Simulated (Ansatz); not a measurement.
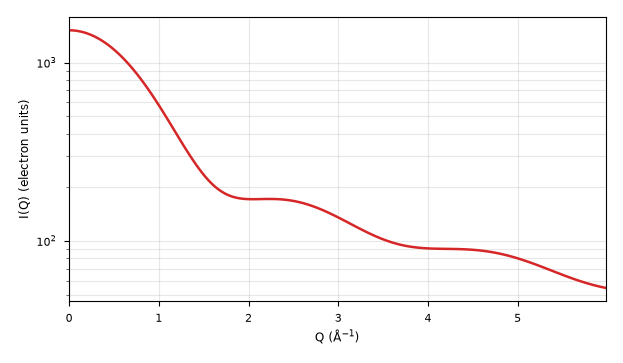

Elastic X-ray scattering of a randomly oriented, rigid molecule, calculated with the Debye equation from neutral-atom form factors (independent atoms, no Compton part, no vibration). The geometry is the end point of an optimisation (Ansatz, RKS PBE0-D4/STO-3G); it may be a saddle point or a higher isomer. It contains C, F, Si, H.

> How many electrons does the independent-atom model of the molecule hold?

I(0) is the square of the electron number: I(0) = 1520, so about 39 electrons, the count of C2H4FSi counted as neutral atoms.

> What radius of gyration does the initial fall-off give?

From I(Q) ≈ I(0) exp(−Q²R²/3) at small Q, R ≈ 1.73 Å. It is larger than the electron-weighted radius of the nuclear positions alone (1.56 Å), because each atom's electron cloud adds to it.
